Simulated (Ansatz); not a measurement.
# GeH3F (GeFH3) at MP2/def2-TZVP

Aim: the electronic atomisation energy of GeH3F (GeFH3) at MP2/def2-TZVP, from 4 runs. 

The results are computed with Ansatz 0.2.0.

10 further runs of the same task are left out: 10 set aside as unsound or not needed.

## 1. The system as given

GeH3F: 5 atoms, total charge 0, spin state singlet. As SMILES, `[H][Ge]([H])([H])[F]`. The shape comes from GFN2-xTB, which is rough for such elements, and wasn't checked as a minimum.

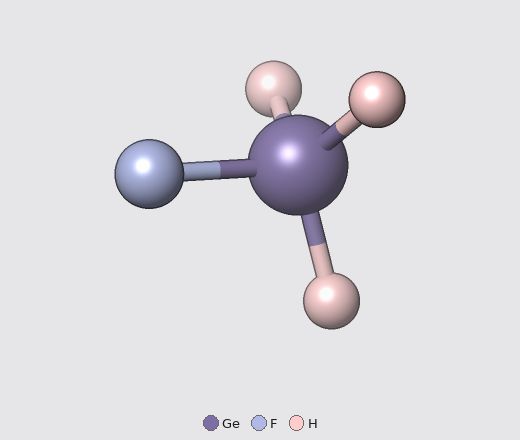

Viewed from a chosen angle; germanium purple, fluorine light blue, hydrogen pink.

## 2. A single-point energy at MP2/def2-TZVP

job.yaml

```yaml
crystal:
  periodic: [false, false, false]
  atoms:
    - {symbol: Ge, position_ang: [-0.001260, 0.000720, -0.139740]}
    - {symbol: F, position_ang: [0.010260, -0.018210, 1.594920]}
    - {symbol: H, position_ang: [1.448570, 0.011740, -0.494610]}
    - {symbol: H, position_ang: [-0.731820, 1.260740, -0.465520]}
    - {symbol: H, position_ang: [-0.725750, -1.254990, -0.495050]}
basis:
  gaussian: {orbitals: def2-TZVP}
total_charge: 0
correlation: {method: mp2, frozen_orbitals: {F: 1, Ge: 9, H: 0}}
accuracy: high
```

On the command line:

```bash
$ ansatz run job.yaml --threads 1 --pin off --max-ram 2610MiB --events-out events.jsonl --progress --plain --runs-dir runs
```

Standard output:

```text
Warning: RAYON_NUM_THREADS=1 ignored (pool sized by the plan → 1); use --threads N
Functional definition: HF
  name "HF"
  exchange = exact_x
  correlation = 0
1600 factors; integrals over basis functions are off by at most 4.5e-9 eV
mean field evaluation 1: about -59227.1506 eV, gradient 2.9e1 eV
mean field evaluation 2: about -59227.2101 eV, gradient 3.0e1 eV
mean field evaluation 4: about -59228.8893 eV, gradient 1.8e0 eV
mean field evaluation 8: about -59228.9051 eV, gradient 1.5e-1 eV
mean field -59228.90513010 eV, -2176.6221167374 hartree, gradient 6.4e-8 eV, S^2 0.000000; 0 other end points of the search recorded, 0 dependent functions left out
10 core orbitals not correlated: weight in the atoms' cores, before any rotation towards them, 1.000 or more for the frozen orbitals, at most 0.000 for the correlated occupied ones
reference -59228.90513010 eV, -2176.6221167374 hartree; 12, 12 occupied and 75, 75 virtual orbitals, 1600 factors
second order -13.80788951 eV of doubles, -0.00000000 eV of singles
Total energy: -59242.71301961 eV, -2177.1295473176 hartree
```

Run time: 2.6 s. Hardware: 1 thread of Intel Xeon Platinum 8488C (Sapphire Rapids), shared host; peak memory 0.23 GiB.

## 3. The F atom at the same level

input.yaml

```yaml
crystal:
  periodic: [false, false, false]
  atoms:
    - symbol: F
      position_ang: [0.000000, 0.000000, 0.000000]
basis:
  gaussian:
    orbitals: def2-TZVP
accuracy: high
magnetization:
  spin_polarized: true
  initial_magnetization: 1
correlation:
  method: mp2
  frozen_orbitals: {F: 1}
```

Run the same way, it converges to -99.60959 Eh (log not shown).

## 4. The Ge atom

input.yaml

```yaml
crystal:
  periodic: [false, false, false]
  atoms:
    - symbol: Ge
      position_ang: [0.000000, 0.000000, 0.000000]
basis:
  gaussian:
    orbitals: def2-TZVP
magnetization:
  spin_polarized: true
  initial_magnetization: 2
correlation:
  method: mp2
  frozen_orbitals: {Ge: 9}
accuracy: high
```

Run the same way, it converges to -2075.50314 Eh (log not shown).

## 5. The H atom: the energy at UHF/def2-TZVP

run.yaml

```yaml
crystal:
  periodic: [false, false, false]
  atoms:
    - symbol: H
      position_ang: [0.000000, 0.000000, 0.000000]
basis:
  gaussian:
    orbitals: def2-TZVP
hamiltonian:
  xc: hf
magnetization:
  spin_polarized: true
  initial_magnetization: 1
accuracy: high
```

Run the same way, it converges to -0.49981 Eh (log not shown).

## 6. What came out

Level: MP2/def2-TZVP, 10 core orbitals frozen.

```
                                              quantity           value
                                molecule: total energy  -2177.12955 Eh
molecule: correlation energy (10 core orbitals frozen)      -507.4 mEh
                                  F atom: total energy    -99.60959 Eh
    F atom: correlation energy (1 core orbital frozen)      -197.8 mEh
             F atom: ⟨S²⟩ of the reference determinant           0.754
                                 Ge atom: total energy  -2075.50314 Eh
  Ge atom: correlation energy (9 core orbitals frozen)      -182.1 mEh
            Ge atom: ⟨S²⟩ of the reference determinant           2.011
                                  H atom: total energy     -0.49981 Eh
                                          H atom: ⟨S²⟩           0.750
                         electronic atomisation energy       14.079 eV
```

In words: Taking the molecule apart into free atoms costs 14.08 eV (325 kcal/mol), before zero-point energy and without spin-orbit coupling.
